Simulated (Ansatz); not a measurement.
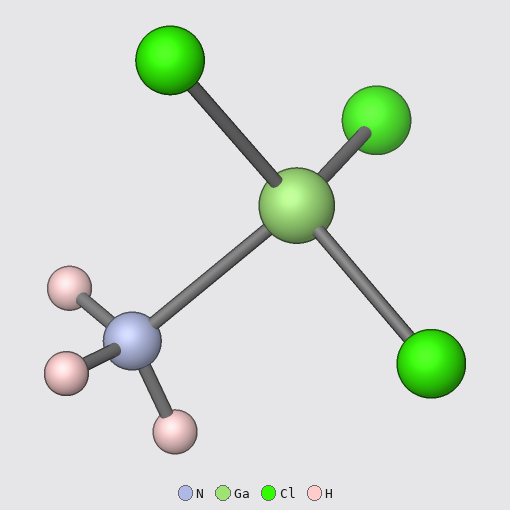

Computed geometry: PBE-D4/def2-SVP optimisation. No frequency run is at hand to confirm it as a minimum.

Draw it as a skeletal formula.

SMILES: [NH3+][Ga-]([Cl])([Cl])[Cl]

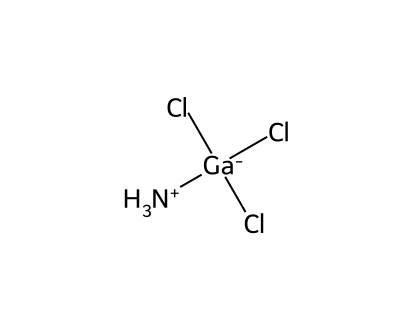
